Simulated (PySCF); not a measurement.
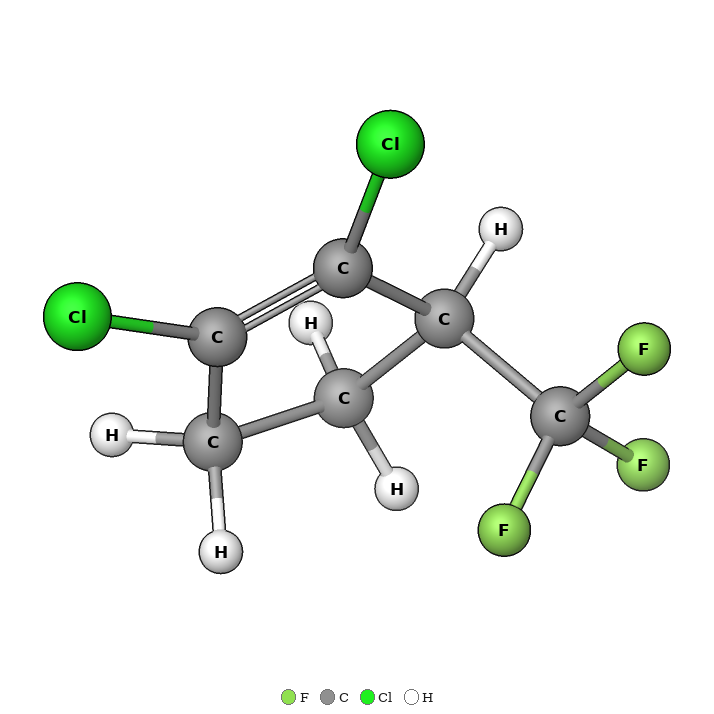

Rendered structure (ball-and-stick style). Double and triple bonds are drawn as two and three sticks.

What does the picture show?

The molecule is C₆H₅Cl₂F₃. SMILES: `FC(F)(F)[C@H]1CCC(Cl)=C1Cl`. Independent rings (smallest set): 1 of 5 members. Among its groups: alkene, C–F bond, C–Cl bond. This geometry has C1 symmetry. Coordination: 4 C tetrahedral; 2 C trigonal planar.

More results for the same structure follow; atom numbers are the same in all pictures, views and colours differ. The computed structure is the end point of a PBE0-D3(BJ)/def2-SVP optimisation. No frequency run is at hand to confirm it as a minimum.

## Geometry

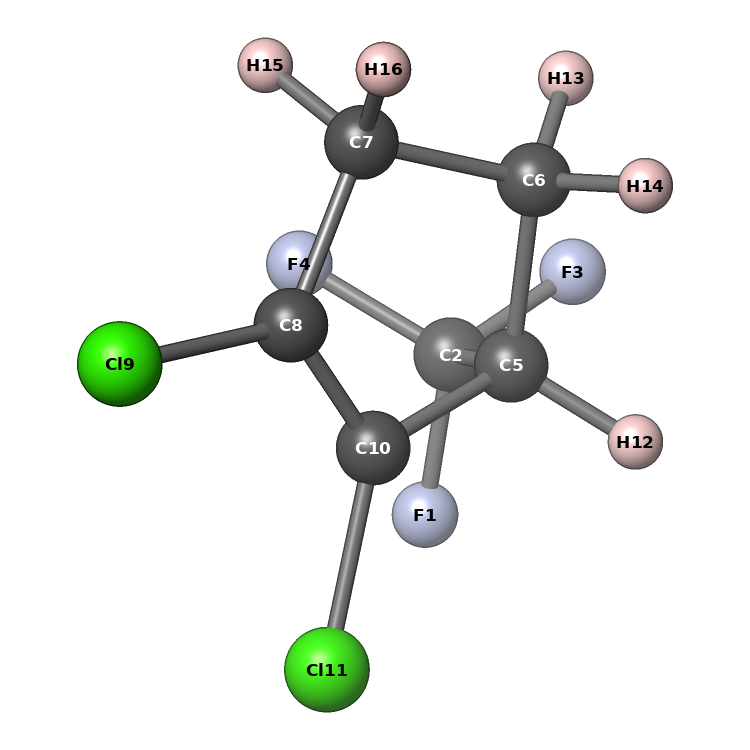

C2 lies behind C5. The molecule seen a little off the C5–C2 bond, C5 in front. Depth is shown by fading: the farther an atom, the more it takes the colour of the background. No frequency run is at hand to confirm it as a minimum.

> What is the torsion angle C6–C5–C2–F1? The sign is positive where the front bond must turn clockwise to cover the back bond.

−178°, antiperiplanar (anti). The bonds about C5–C2 are staggered.

## Ring current

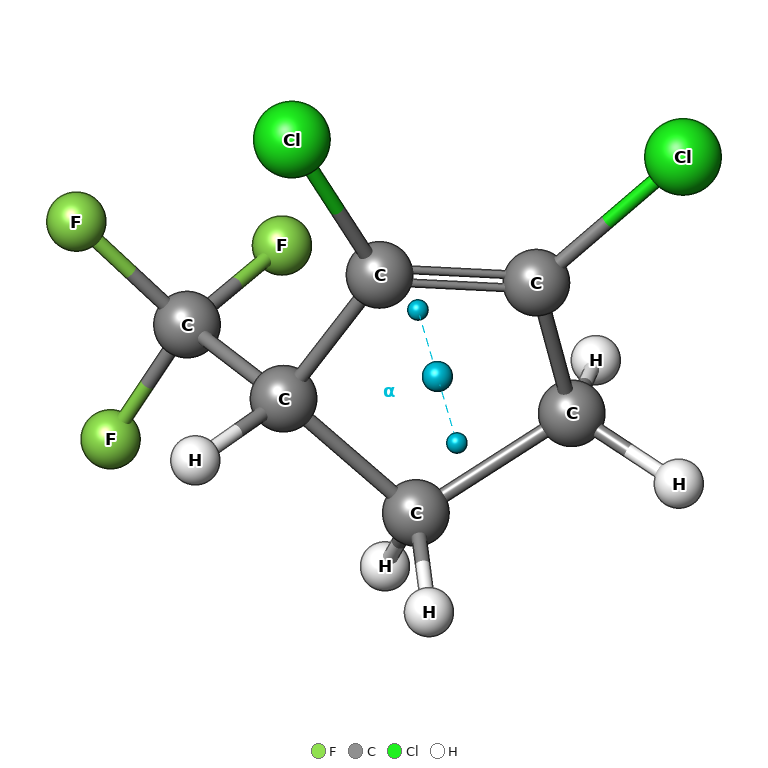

The small points mark where nucleus-independent chemical shifts (NICS) were computed: at the centre of each lettered ring and 1 Å above and below it. No frequency run is at hand to confirm it as a minimum. Method: GIAO CAM-B3LYP/pcSseg-2 NMR shielding, non-relativistic, gas phase (PySCF 2.14.0).

Give NICS(0), NICS(1) and the out-of-plane component NICS(1)zz for each ring (means of the two sides).

```
ring  members  NICS(0)  NICS(1)  NICS(1)zz
   α       C5     −4.2     −2.6       −1.9
```

Values in ppm.

> What do the values say about the ring currents?

Ring α: weak, as in a non-aromatic ring. NICS is one index among several.

## Quadrupole coupling

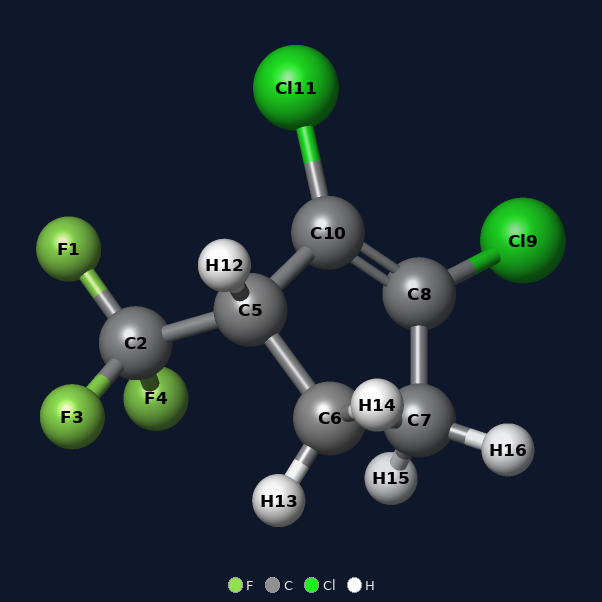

No frequency run is at hand to confirm it as a minimum. Electric field gradients from the ground-state density, PBE0/pcSseg-1 (PySCF 2.14.0), non-relativistic apart from any core potentials.

Give the largest field-gradient component, the quadrupole coupling constant and the asymmetry for 35Cl at Cl9 (Q = −81.7 mb), 35Cl at Cl11 (Q = −81.7 mb), 2H at H12 (Q = 2.86 mb), 2H at H13 (Q = 2.86 mb), 2H at H14 (Q = 2.86 mb), 2H at H15 (Q = 2.86 mb).

```json
{"atom": "Cl9", "V_zz (a.u.)": "3.914", "e²qQ/h (MHz)": "−75.1", "η": "0.14"}
{"atom": "Cl11", "V_zz (a.u.)": "3.997", "e²qQ/h (MHz)": "−76.7", "η": "0.12"}
{"atom": "H12", "V_zz (a.u.)": "0.279", "e²qQ/h (MHz)": "0.187", "η": "0.03"}
{"atom": "H13", "V_zz (a.u.)": "0.288", "e²qQ/h (MHz)": "0.194", "η": "0.03"}
{"atom": "H14", "V_zz (a.u.)": "0.288", "e²qQ/h (MHz)": "0.194", "η": "0.03"}
{"atom": "H15", "V_zz (a.u.)": "0.281", "e²qQ/h (MHz)": "0.189", "η": "0.02"}
```

## Dipole moment

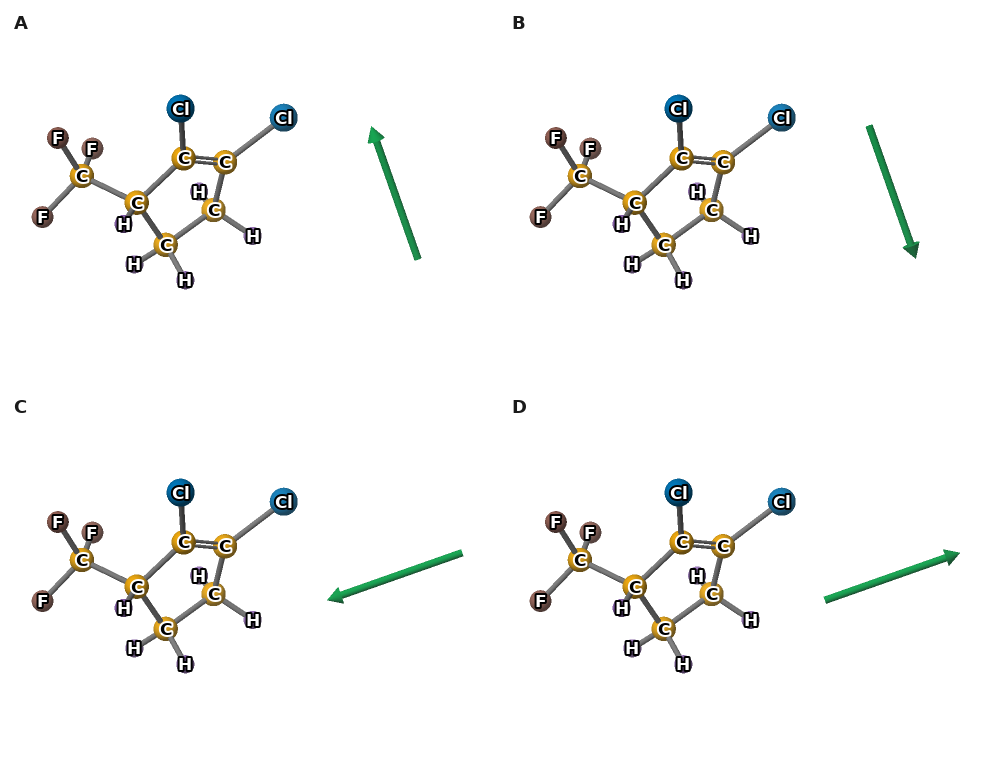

The same molecule four times, each with an arrow. No frequency run is at hand to confirm it as a minimum. Properties computed with PBE0/pcSseg-1, gas phase (PySCF 2.14.0).

> Which arrow points along the dipole moment, from the negative to the positive end?

B. The dipole moment is 2.74 D.
